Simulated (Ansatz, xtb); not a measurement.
**Ligand exchange: SiH(SH)3 + BH(SH)2 → Si(SH)4 + BH2(SH)**

Species: SiH(SH)3, singlet; BH(SH)2, singlet; Si(SH)4, singlet; BH2(SH), singlet. The partners trade H for SH: Si–H and B–SH bonds give way to Si–SH and B–H.

Shapes, held fixed at every level: PBE0-D4/def2-TZVP. Flexible molecules stand in one conformer, not always the lowest. Programs: Ansatz 0.2.0, xtb 6.7.1. The zero-point and thermal change to 298 K, harmonic and unscaled (PBE0-D4/def2-TZVP), is +0.6 kJ/mol.

| level | kind | ΔH(298 K) (kJ/mol) | less CCSD(T)/CBS estimate |
| --- | --- | --- | --- |
| GFN1-xTB | semi-empirical | +41.2 | +37.6 |
| HF/def2-SVP | Hartree–Fock | +15.0 | +11.4 |
| SPW92/def2-TZVPP | LDA | +13.1 | +9.5 |
| PBE-D4/def2-TZVPP | GGA | +6.9 | +3.3 |
| B3LYP-D4/def2-TZVPP | global hybrid | +2.8 | -0.8 |
| PBE0-D4/def2-TZVPP | global hybrid | +5.2 | +1.6 |
| B2PLYP/def2-TZVPP | double hybrid | +8.0 | +4.4 |
| CCSD(T)/def2-TZVPP | coupled cluster or CI | +6.3 | +2.7 |
| CCSD(T)/CBS estimate | coupled cluster or CI | +3.6 | 0.0 |

The highest level, CCSD(T)/CBS estimate, gives ΔH(298 K) = +3.6 kJ/mol; the levels span +2.8 to +41.2. That is about zero within the method's error. The column of differences is taken from that level and isn't an error. No measured value is set beside it here. The CBS estimate extrapolates MP2 from def2-TZVPP and def2-QZVPP and adds CCSD(T) − MP2 in the triple-zeta set, cores frozen.

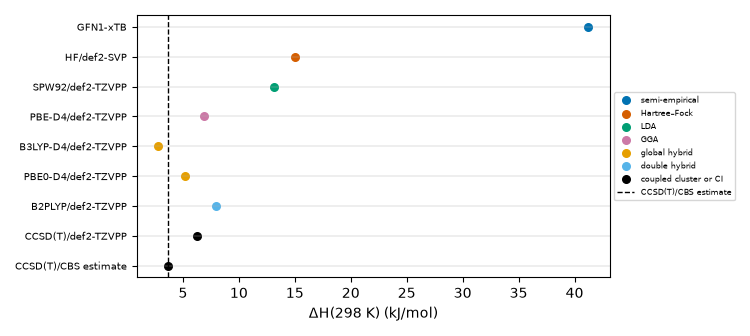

The values of the table, level by level.
